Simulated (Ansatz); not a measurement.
# Rb3BrF2: complex band structure

A new crystal, Rb3BrF2: structure, gap and complex bands. It is built by putting F for I in the Rb3I2Br structure of space group Immm, with the volume rescaled by atomic radii. The parent structure comes from the Materials Project.

Calculated with Ansatz 0.2.0; PBE DFT, plane waves, PAW files, in the first sound run; inputs show where later runs differ.

The structure was built from a prototype and need not be the compound's stable phase.

### 1. Starting point

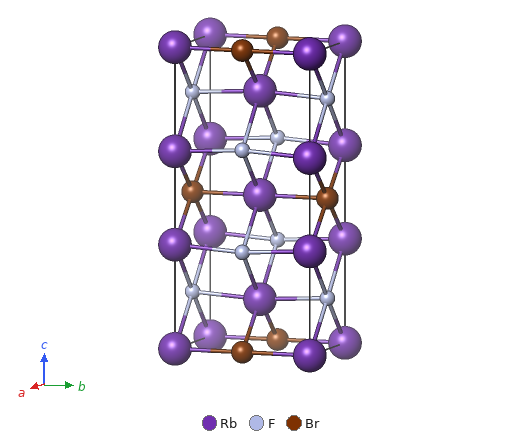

The cell as given, slightly off an axis (rubidium purple, fluorine light blue, bromine brown). This picture shows the conventional cell, with its axes. Some periodic images of atoms are drawn too.

### 2. Cell and atoms at rest

The substituted atoms don't fit the parent's cell, so cell and atoms relax together. A small smearing keeps the run stable in case the gap closes on the way.

File input.yaml:

```yaml
crystal:
  lattice:
    - [-2.3736389937, 3.378178034, 7.1505170053]
    - [2.3736389937, -3.378178034, 7.1505170053]
    - [2.3736389937, 3.378178034, -7.1505170053]
  atoms:
    - { symbol: Rb, position: [0.34521018, 0.34521018, 0.0] }
    - { symbol: Rb, position: [0.0, 0.0, 0.0] }
    - { symbol: Rb, position: [0.65478982, 0.65478982, 0.0] }
    - { symbol: F, position: [0.16915488, 0.66915488, 0.5] }
    - { symbol: F, position: [0.83084512, 0.33084512, 0.5] }
    - { symbol: Br, position: [0.5, 0.0, 0.5] }
kpoints:
  mp_grid: { grid: [6, 6, 6] }
scf:
  occupations: { method: gaussian, width: 0.03 }
hamiltonian:
  xc: pbe
output:
  forces: true
  stress: true
relax:
  f_tol: 0.02
  max_steps: 60
  cell: {}
```

On the command line:

```
ansatz run input.yaml --threads 2 --pin off --max-ram 4096MiB --backend cpu --events-out ev --progress --plain --runs-dir out
```

Numbers of over 12 decimals in the logs are rounded to 6 here.

The program printed:

```text
basis.fft_grid_basis auto: the FFT boxes are laid along the combinations [[1, 0, 1], [0, 1, 1], [0, 0, 1]] of the cell's own vectors, 6.756, 4.747 and 8.257 Å long. The dense box has 48×32×60 points. Along the cell's own vectors, as sized, it would have 60×60×60, 2.34 times as many. Of the 8 symmetry operations that the crystal satisfies within crystal.symmetry.tolerance (time reversal apart; of a slab, those that ke [...]
Engine: ansatz 0.2.0, aarch64-unknown-linux-gnu
Pseudopotentials: kind: paw
Pseudopotential: Rb, paw, valence charge 9, recommended cutoff 420 eV (normal), Rb.paw.azcp
Pseudopotential: F, paw, valence charge 7, recommended cutoff 420 eV (normal), F.paw.azcp
Pseudopotential: Br, paw, valence charge 7, recommended cutoff 420 eV (normal), Br.paw.azcp
Functional definition: PBE
  parameter kappa = 0.804
  parameter beta = 0.066725
  exchange = pbe_x(kappa = kappa, mu = beta*pi^2/3)
  correlation = pbe_c(beta = beta)
Crystal: 6 atoms, lattice volume = 229.348 Å³
Basis set: ecut = 420 eV, 4475 PW (Γ), FFT grids on a1+a3, a2+a3, a3, exchange–correlation on 96×64×120 points (8 copies of the dense FFT grid, shifted against one another)
Bands: 30, of which v1, the nominal top of the filled ones, is band 24 counted from 1 (23 counted from 0)
Symmetry: 8 space group operations
Space group: Immm (ITA 71), of the structure as read, at distance tolerance 6.1e-5 Å
k-points: 46 of 216
Non-local potential: Rb, projectors of the file, l = 0: 3, l = 1: 2, l = 2: 2
Non-local potential: F, projectors of the file, l = 0: 2, l = 1: 2, l = 2: 1
Non-local potential: Br, projectors of the file, l = 0: 2, l = 1: 2, l = 2: 2
PAW form: soft (Blöchl's): semilocal exchange-correlation on the pseudo side does not see the compensation charge
PAW one-centre angular grid: Rb, 110 points (default); XC on 64 Gauss nodes
PAW one-centre angular grid: F, 110 points (default); XC on 64 Gauss nodes
PAW one-centre angular grid: Br, 110 points (default); XC on 64 Gauss nodes
Initial density: superposition of atomic densities (neutral atoms: chi_scale 0, normalization atom), corrected by the library's trained network
Initial wavefunctions: pseudopotential atomic-orbital guess
Functional: x = pbe(κ = 0.804, μ = 0.219515), c = pbe(β = 0.066725)
SCF iter   1: F=—  HF=-14209.182539 eV  |F-HF|=—  |Δ(HF+E_count)|=         —  Δρ=2.42e-3  dr2=2.36e-2  ethr=1.77e-3  ⟨swp⟩=11.4  Hψ=7715  notcnv=0  defer=1
preconditioner: auto → Resta (q_TF=auto, 2.102 Å⁻¹)  ε∞=2.7  [insulator: Δε(μ)=3.589 eV  Ē_g=11.554 eV  σ=0.030 eV  W_gap=1.00  n_scr=38 (ndim 8)  ℏωp=15.1 eV  f_vac=0.221  D(μ)=0.00/eV (n_scr^D=0)  ε∞_Penn≈2.7]
SCF iter   2: F=—  HF=-14209.178036 eV  |F-HF|=—  |Δ(HF+E_count)|=   4.50e-3  Δρ=1.92e-3  dr2=6.20e-3  ethr=4.92e-5  ⟨swp⟩=2.5  Hψ=2959  notcnv=0  defer=68
SCF iter   3: F=—  HF=-14209.176853 eV  |F-HF|=—  |Δ(HF+E_count)|=   1.18e-3  Δρ=4.58e-4  dr2=2.07e-3  ethr=1.29e-5  ⟨swp⟩=2.0  Hψ=2430  notcnv=0  defer=68
SCF iter   4: F=—  HF=-14209.176360 eV  |F-HF|=—  |Δ(HF+E_count)|=   4.93e-4  Δρ=2.19e-4  dr2=3.42e-4  ethr=4.32e-6  ⟨swp⟩=2.2  Hψ=1852  notcnv=0  defer=68
SCF iter   5: F=—  HF=-14209.176298 eV  |F-HF|=—  |Δ(HF+E_count)|=   6.22e-5  Δρ=5.11e-5  dr2=1.42e-5  ethr=7.14e-7  ⟨swp⟩=2.9  Hψ=2310  notcnv=0  defer=68
SCF iter   6: F=—  HF=-14209.176423 eV  |F-HF|=—  |Δ(HF+E_count)|=   1.25e-4  Δρ=8.27e-6  dr2=2.44e-7  ethr=2.96e-8  ⟨swp⟩=2.0  Hψ=2004  notcnv=0  defer=68
SCF iter   7: F=-14209.176423 eV  HF=-14209.176423 eV  |F-HF|=2.68e-8  |Δ(HF+E_count)|=   4.31e-7  Δρ=1.64e-6  dr2=9.73e-9  ethr=2.08e-10  ⟨swp⟩=5.0  Hψ=5571  notcnv=0
SCF 1 converged in 7 iterations: F = -14209.176423 eV  dr2 = 9.73e-9
  greatest PAW one-centre occupation: 0.973 electrons in one spin orbital (limit 2), on the Rb atom at site 2 (counted from 0), in its partial waves of l = 0
relax step   1: F+E_penalty+E_count = -14209.17642327 eV  Δ(F+E_penalty+E_count) = +0.000e0 eV  max|allowed force component| = 9.406e-1 eV/Å  Δτ_max = 0.0000 Å  P = -1.365 GPa  Ω = 229.348 Å³  (7 SCF iters, dr2 threshold 1.00e-7 eV, accepted)
Crystal: 6 atoms, lattice volume = 220.932 Å³
Basis set: ecut = 420 eV, 4351 PW (Γ), FFT grids on a1+a3, a2+a3, a3, exchange–correlation on 96×64×120 points (8 copies of the dense FFT grid, shifted against one another)
Initial density: handed on by an earlier stage of this run
Initial wavefunctions: those handed on with the density
iter 1 solved again at ethr=5.95e-4 eV; its pass at ethr=3.10e-3 eV (dr2=2.86e-1 eV) is discarded
SCF iter   1: F=—  HF=-14209.668460 eV  |F-HF|=—  |Δ(HF+E_count)|=         —  Δρ=1.04e-2  dr2=2.97e-1  ethr=5.95e-4  ⟨swp⟩=1.2  Hψ=8245  notcnv=0
preconditioner: auto → Resta (q_TF=auto, 2.115 Å⁻¹)  ε∞=2.8  [insulator: Δε(μ)=3.847 eV  Ē_g=11.602 eV  σ=0.030 eV  W_gap=1.00  n_scr=38 (ndim 8)  ℏωp=15.4 eV  f_vac=0.194  D(μ)=0.00/eV (n_scr^D=0)  ε∞_Penn≈2.8]
SCF iter   2: F=—  HF=-14209.577127 eV  |F-HF|=—  |Δ(HF+E_count)|=   9.13e-2  Δρ=4.98e-3  dr2=5.10e-2  ethr=5.95e-4  ⟨swp⟩=3.0  Hψ=2607  notcnv=0
SCF iter   3: F=—  HF=-14209.564817 eV  |F-HF|=—  |Δ(HF+E_count)|=   1.23e-2  Δρ=3.15e-3  dr2=1.62e-2  ethr=1.06e-4  ⟨swp⟩=3.1  Hψ=2902  notcnv=0
SCF iter   4: F=—  HF=-14209.561107 eV  |F-HF|=—  |Δ(HF+E_count)|=   3.71e-3  Δρ=7.05e-4  dr2=6.96e-4  ethr=3.37e-5  ⟨swp⟩=2.0  Hψ=2917  notcnv=0  defer=65
SCF iter   5: F=—  HF=-14209.561178 eV  |F-HF|=—  |Δ(HF+E_count)|=   7.03e-5  Δρ=7.35e-5  dr2=1.80e-5  ethr=1.45e-6  ⟨swp⟩=2.4  Hψ=2391  notcnv=0  defer=65
SCF iter   6: F=—  HF=-14209.561299 eV  |F-HF|=—  |Δ(HF+E_count)|=   1.22e-4  Δρ=1.64e-5  dr2=7.71e-7  ethr=3.75e-8  ⟨swp⟩=2.0  Hψ=2034  notcnv=0  defer=65
SCF iter   7: F=-14209.561300 eV  HF=-14209.561300 eV  |F-HF|=4.51e-8  |Δ(HF+E_count)|=   7.21e-7  Δρ=3.93e-6  dr2=5.54e-8  ethr=1.25e-9  ⟨swp⟩=5.0  Hψ=5292  notcnv=0
SCF 2 converged in 7 iterations: F = -14209.561300 eV  dr2 = 5.54e-8
  greatest PAW one-centre occupation: 0.973 electrons in one spin orbital (limit 2), on the Rb atom at site 1 (counted from 0), in its partial waves of l = 0
relax step   2: F+E_penalty+E_count = -14209.56129997 eV  Δ(F+E_penalty+E_count) = -3.849e-1 eV  max|allowed force component| = 5.794e-1 eV/Å  Δτ_max = 0.1950 Å  P = -1.584 GPa  Ω = 220.932 Å³  energy of the carried Pulay correction = +5.819e-3 eV  (7 SCF iters, dr2 threshold 6.00e-7 eV, accepted)
Crystal: 6 atoms, lattice volume = 207.789 Å³
Basis set: ecut = 420 eV, 4047 PW (Γ), FFT grids on a1+a3, a2+a3, a3, exchange–correlation on 96×64×120 points (8 copies of the dense FFT grid, shifted against one another)
iter 1 solved again at ethr=4.74e-4 eV; its pass at ethr=3.10e-3 eV (dr2=2.27e-1 eV) is discarded
SCF iter   1: F=—  HF=-14209.962297 eV  |F-HF|=—  |Δ(HF+E_count)|=         —  Δρ=9.77e-3  dr2=2.37e-1  ethr=4.74e-4  ⟨swp⟩=1.2  Hψ=8422  notcnv=0
preconditioner: auto → Resta (q_TF=auto, 2.137 Å⁻¹)  ε∞=2.8  [insulator: Δε(μ)=4.089 eV  Ē_g=11.721 eV  σ=0.030 eV  W_gap=1.00  n_scr=38 (ndim 8)  ℏωp=15.9 eV  f_vac=0.162  D(μ)=0.00/eV (n_scr^D=0)  ε∞_Penn≈2.8]
SCF iter   2: F=—  HF=-14209.894252 eV  |F-HF|=—  |Δ(HF+E_count)|=   6.80e-2  Δρ=5.20e-3  dr2=4.27e-2  ethr=4.74e-4  ⟨swp⟩=2.8  Hψ=2570  notcnv=0
SCF iter   3: F=—  HF=-14209.883341 eV  |F-HF|=—  |Δ(HF+E_count)|=   1.09e-2  Δρ=2.00e-3  dr2=9.44e-3  ethr=8.90e-5  ⟨swp⟩=3.0  Hψ=3117  notcnv=0  defer=71
SCF iter   4: F=—  HF=-14209.881014 eV  |F-HF|=—  |Δ(HF+E_count)|=   2.33e-3  Δρ=5.94e-4  dr2=5.36e-4  ethr=1.97e-5  ⟨swp⟩=2.1  Hψ=2337  notcnv=0  defer=71
SCF iter   5: F=—  HF=-14209.881233 eV  |F-HF|=—  |Δ(HF+E_count)|=   2.19e-4  Δρ=7.72e-5  dr2=1.32e-5  ethr=1.12e-6  ⟨swp⟩=2.7  Hψ=2531  notcnv=0  defer=71
SCF iter   6: F=-14209.881248 eV  HF=-14209.881248 eV  |F-HF|=5.74e-7  |Δ(HF+E_count)|=   1.45e-5  Δρ=1.13e-5  dr2=3.23e-7  ethr=1.25e-9  ⟨swp⟩=4.0  Hψ=6658  notcnv=0
SCF 3 converged in 6 iterations: F = -14209.881248 eV  dr2 = 3.23e-7
relax step   3: F+E_penalty+E_count = -14209.88124842 eV  Δ(F+E_penalty+E_count) = -3.199e-1 eV  max|allowed force component| = 3.580e-1 eV/Å  Δτ_max = 0.1945 Å  P = -1.383 GPa  Ω = 207.789 Å³  energy of the carried Pulay correction = +1.536e-2 eV  (6 SCF iters, dr2 threshold 6.00e-7 eV, accepted)
[... from here on, the SCF cycles and remarks between the steps are left out ...]
relax step   4: F+E_penalty+E_count = -14210.09932696 eV  Δ(F+E_penalty+E_count) = -2.181e-1 eV  max|allowed force component| = 7.093e-2 eV/Å  Δτ_max = 0.1948 Å  P = -0.547 GPa  Ω = 192.690 Å³  energy of the carried Pulay correction = +2.705e-2 eV  (7 SCF iters, dr2 threshold 6.00e-7 eV, accepted)
relax step   5: F+E_penalty+E_count = -14210.13732536 eV  Δ(F+E_penalty+E_count) = -3.800e-2 eV  max|allowed force component| = 1.030e-1 eV/Å  Δτ_max = 0.0881 Å  P = +0.181 GPa  Ω = 183.165 Å³  energy of the carried Pulay correction = +3.487e-2 eV  (6 SCF iters, dr2 threshold 6.00e-7 eV, accepted)
relax step   6: F+E_penalty+E_count = -14210.14499388 eV  Δ(F+E_penalty+E_count) = -7.669e-3 eV  max|allowed force component| = 1.497e-2 eV/Å  Δτ_max = 0.0333 Å  P = +0.052 GPa  Ω = 184.247 Å³  energy of the carried Pulay correction = +3.396e-2 eV  (6 SCF iters, dr2 threshold 6.00e-7 eV, accepted)
relax step   7: F+E_penalty+E_count = -14210.14632700 eV  Δ(F+E_penalty+E_count) = -1.333e-3 eV  max|allowed force component| = 1.233e-2 eV/Å  Δτ_max = 0.0115 Å  P = +0.046 GPa  Ω = 184.373 Å³  energy of the carried Pulay correction = +3.386e-2 eV  (6 SCF iters, dr2 threshold 1.49e-7 eV, accepted)
relax step   8: F+E_penalty+E_count = -14210.14620589 eV  Δ(F+E_penalty+E_count) = +1.211e-4 eV  max|allowed force component| = 1.782e-3 eV/Å  Δτ_max = 0.0078 Å  P = -0.001 GPa  Ω = 184.948 Å³  energy of the carried Pulay correction = +3.338e-2 eV  (6 SCF iters, dr2 threshold 2.28e-8 eV, accepted)
relax step   9: F+E_penalty+E_count = -14210.13685642 eV  Δ(F+E_penalty+E_count) = +9.349e-3 eV  max|allowed force component| = 1.638e-3 eV/Å  Δτ_max = 0.0000 Å  P = -0.129 GPa  Ω = 184.948 Å³  stress off target by 1.49e-1 GPa  SCF on the basis re-selected at this cell (its energy is not comparable with the rows above)  (6 SCF iters)
relax step  10: F+E_penalty+E_count = -14210.13860470 eV  Δ(F+E_penalty+E_count) = -1.748e-3 eV  max|allowed force component| = 6.969e-3 eV/Å  Δτ_max = 0.0011 Å  P = +0.029 GPa  Ω = 183.413 Å³  energy of the carried Pulay correction = +1.262e-3 eV  (6 SCF iters, dr2 threshold 5.52e-8 eV, accepted)
relax step  11: F+E_penalty+E_count = -14210.13850612 eV  Δ(F+E_penalty+E_count) = +9.858e-5 eV  max|allowed force component| = 4.043e-4 eV/Å  Δτ_max = 0.0023 Å  P = +0.001 GPa  Ω = 183.599 Å³  energy of the carried Pulay correction = +1.111e-3 eV  (6 SCF iters, dr2 threshold 6.26e-9 eV, accepted)
iter 1 solved again at ethr=1.26e-7 eV; its pass at ethr=3.10e-3 eV (dr2=6.06e-5 eV) is discarded
SCF iter   1: F=—  HF=-14210.137643 eV  |F-HF|=—  |Δ(HF+E_count)|=         —  Δρ=3.38e-5  dr2=3.20e-7  ethr=1.26e-7  ⟨swp⟩=4.0  Hψ=12427  notcnv=0
preconditioner: auto → Resta (q_TF=auto, 2.182 Å⁻¹)  ε∞=3.0  [insulator: Δε(μ)=4.157 eV  Ē_g=12.067 eV  σ=0.030 eV  W_gap=1.00  n_scr=38 (ndim 8)  ℏωp=16.9 eV  f_vac=0.126  D(μ)=0.00/eV (n_scr^D=0)  ε∞_Penn≈3.0]
SCF iter   2: F=—  HF=-14210.137525 eV  |F-HF|=—  |Δ(HF+E_count)|=   1.19e-4  Δρ=1.46e-5  dr2=1.23e-7  ethr=6.67e-10  ⟨swp⟩=2.4  Hψ=2391  notcnv=0
SCF iter   3: F=—  HF=-14210.137525 eV  |F-HF|=—  |Δ(HF+E_count)|=   5.31e-8  Δρ=7.61e-6  dr2=1.32e-8  ethr=2.56e-10  ⟨swp⟩=2.0  Hψ=1663  notcnv=0
SCF iter   4: F=—  HF=-14210.137525 eV  |F-HF|=—  |Δ(HF+E_count)|=   2.17e-8  Δρ=2.86e-7  dr2=8.44e-11  ethr=2.76e-11  ⟨swp⟩=2.0  Hψ=2266  notcnv=0
SCF iter   5: F=-14210.137525 eV  HF=-14210.137525 eV  |F-HF|=1.09e-11  |Δ(HF+E_count)|=  1.00e-10  Δρ=8.16e-8  dr2=8.68e-12  ethr=1.00e-12  ⟨swp⟩=5.0  Hψ=5269  notcnv=0
SCF 12 converged in 5 iterations: F = -14210.137525 eV  dr2 = 8.68e-12
relax step  12: F+E_penalty+E_count = -14210.13752474 eV  Δ(F+E_penalty+E_count) = +9.814e-4 eV  max|allowed force component| = 3.852e-4 eV/Å  Δτ_max = 0.0000 Å  P = -0.008 GPa  Ω = 183.599 Å³  stress off target by 9.31e-3 GPa  SCF on the basis re-selected at this cell (its energy is not comparable with the rows above)  (5 SCF iters)
basis re-selected at this cell: Δ(F+E_penalty+E_count) = +9.814e-4 eV, ΔP = -0.010 GPa vs the last step (what re-selecting the basis moved, of the pressure what is left beyond the Pulay correction that the steps carried, after the strain that the cell walked since its last selection, with what the two solves' SCF thresholds leave and, on support functions, any second-order correction that the steps lacked; it is no m [...]
SCF converged after 5 iterations
Free energy (F): -14210.137525 eV
Harris-Foulkes:  -14210.137525 eV  (|F-HF|=1.09e-11)
Internal energy: -14210.137525 eV  (E = F + TS)
E sigma→0 (E₀):  -14210.137525 eV
Fermi energy:    3.797368 eV
--- Per-component energies (eV) ---
  E_band       = -336.325124
  E_kinetic    = 1126.643361
  E_local      = -3291.809676  (includes V_loc(G=0)·N_el)
  E_nonlocal   = 736.139311
  E_hartree    = 1035.019601
  E_xc         = -819.852490
  E_vxc        = -723.838106  (∫ρ·V_xc dr)
  E_paw        = -10500.751594  (= ΣΔE_a)
  E_vpaw       = -253.503346  (= ΣTr[D̂ρ^β])
  E_aug_tail   = 0.004094  (compensation charges beyond the density's cutoff)
  E_ewald      = -2495.530133
  E_smearing   = -0.000000  (= −TS)
  E_closure    = 0.000000  (closes the sum)
  Σ components = -14210.137525   (vs F -14210.137525, Δ=0.00e0)
--- Forces (eV/Å), atoms counted from 1 ---
  atom   1  Rb     0.00000000     0.00000000    -0.00038524
  atom   2  Rb     0.00000000    -0.00000000     0.00000000
  atom   3  Rb    -0.00000000    -0.00000000     0.00038524
  atom   4  F     -0.00000000     0.00000000     0.00000913
  atom   5  F      0.00000000    -0.00000000    -0.00000913
  atom   6  Br    -0.00000000     0.00000000    -0.00000000
  max |Σ_I F_I| component: 5.42e-20 eV/Å
--- Stress (GPa, compression-positive) ---
       -0.007076       0.000000       0.000000
        0.000000      -0.009314      -0.000000
        0.000000      -0.000000      -0.008359
  P = ⅓ Tr σ = -0.0083 GPa (-0.083 kbar)
--- Relaxed structure (10 steps of the walk, 10 accepted, 2 SCFs on fresh bases) ---
  F+E_penalty+E_count = -14210.13752474 eV   max|allowed force component| = 3.852e-4 eV/Å   (the final SCF, on the basis selected at the relaxed cell)
  cell:  # Å, volume = 183.5989 Å³
    - [-2.128344, 3.282740, 6.569490]
    - [2.128344, -3.282740, 6.569490]
    - [2.128344, 3.282740, -6.569490]
  atoms:
    - { symbol: Rb, position: [0.300509, 0.300509, 0] }
    - { symbol: Rb, position: [8.895374614917699e-19, 8.895374614917699e-19, 0] }
    - { symbol: Rb, position: [0.699491, 0.699491, 0] }
    - { symbol: F, position: [0.166445, 0.666445, 0.5] }
    - { symbol: F, position: [0.833555, 0.333555, 0.5] }
    - { symbol: Br, position: [0.5, 8.895374614917699e-19, 0.5] }
```

Wall time 63 s (2 threads of Arm Neoverse V2, shared host); peak memory 0.6 GiB.

The steps of the relaxation:

```csv
step,energy less that of the first step (eV),largest force component (eV/Å),pressure (GPa),volume (Å³)
1,0.0000,0.9406,-1.37,229.35
2,-0.3849,0.5794,-1.58,220.93
3,-0.7048,0.3580,-1.38,207.79
4,-0.9229,0.0709,-0.55,192.69
5,-0.9609,0.1030,0.18,183.16
6,-0.9686,0.0150,0.05,184.25
7,-0.9699,0.0123,0.05,184.37
8,-0.9698,0.0018,0.00,184.95
9*,-0.9604,0.0016,-0.13,184.95
10,-0.9622,0.0070,0.03,183.41
11,-0.9621,0.0004,0.00,183.60
12*,-0.9611,0.0004,-0.01,183.60
```

Relaxation steps marked * repeat the geometry before them on a plane-wave basis chosen anew for their cell, so energy and pressure can jump there.

The run keeps the 8 symmetry operations that it works with, so distortions that break them were not tested.

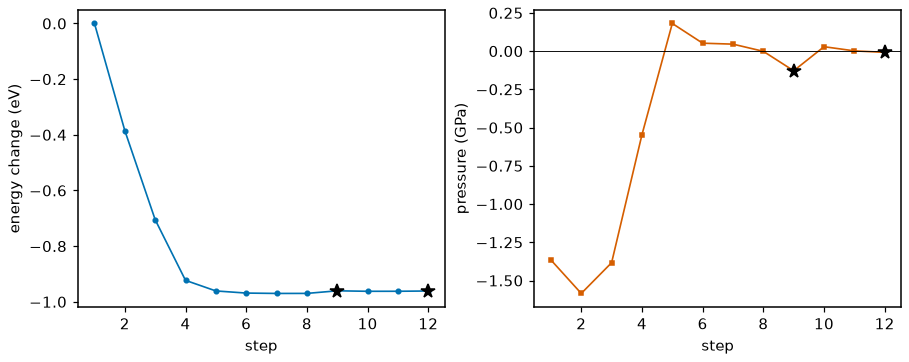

Energy and pressure along the relaxation. Stars mark steps on a basis chosen anew.

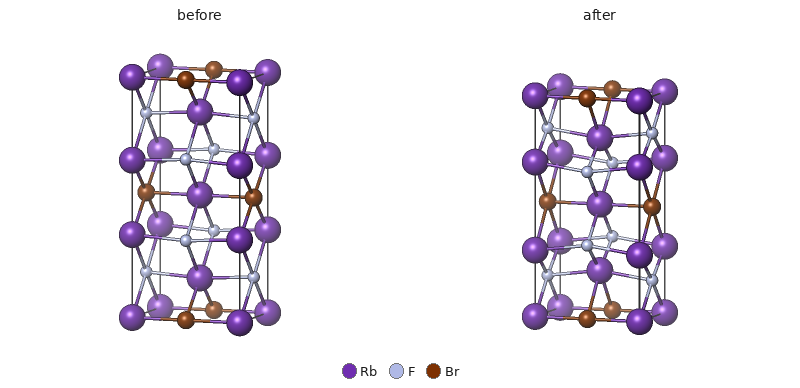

Before and after, at one scale.

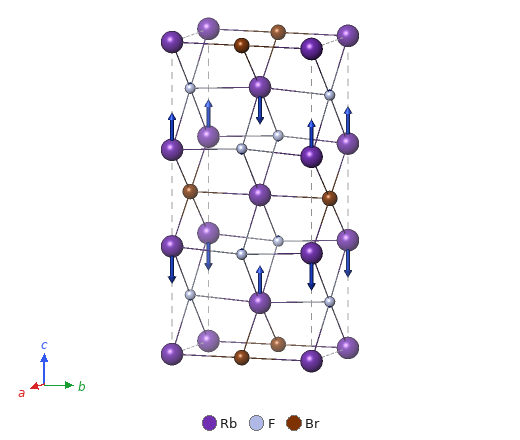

Displacements in the relaxation, exaggerated, measured against the changing cell; the longest in the cell stands for 0.59 Å. Some periodic images of atoms are drawn too.

```csv
"conventional cell, symmetrised",before,after,change
a (Å),4.747,4.257,-10.3 %
b (Å),6.756,6.565,-2.8 %
c (Å),14.301,13.139,-8.1 %
volume (Å³/atom),38.22,30.60,-19.9 %
```

The atoms that moved most (Å, as changes of fractional coordinates times the final cell):

```csv
atom,dx,dy,dz,length
Rb1,0.000,0.000,-0.587,0.587
Rb3,0.000,0.000,0.587,0.587
F5,0.000,0.000,0.036,0.036
F4,0.000,0.000,-0.036,0.036
```

Final coordinates:

```cif
data_structure
_symmetry_space_group_name_H-M 'P 1'
_symmetry_Int_Tables_number 1
_cell_length_a 7.6462
_cell_length_b 7.6462
_cell_length_c 7.6462
_cell_angle_alpha 147.676
_cell_angle_beta 129.150
_cell_angle_gamma 61.550
_cell_volume 183.60
loop_
_atom_site_label
_atom_site_type_symbol
_atom_site_fract_x
_atom_site_fract_y
_atom_site_fract_z
_atom_site_occupancy
Rb1 Rb 0.30051 0.30051 0.00000 1
Rb2 Rb 0.00000 0.00000 0.00000 1
Rb3 Rb 0.69949 0.69949 0.00000 1
F4 F 0.16644 0.66644 0.50000 1
F5 F 0.83356 0.33356 0.50000 1
Br6 Br 0.50000 0.00000 0.50000 1
```

Numbers from this step:

| Quantity | Value |
| --- | --- |
| free energy | -14210.1375 eV |
| Fermi energy | 3.797 eV |
| pressure | -0.008250 GPa |

The largest force component on a free atom ends at 3.9e-4 eV/Å.

(Part 1 of 2 ends here.)

[Logs are printed without paths, hosts, clocks, repeated set-up lines and the standing remarks that a program may print on its own settings, such as how far it seeks lower states.]

[Hosts, paths, dates, database ids (printed as entryN), source tags and the programs' standing remarks are cut or masked in the printed files.]

[New means built here by substitution; the compound itself may be known and measured.]
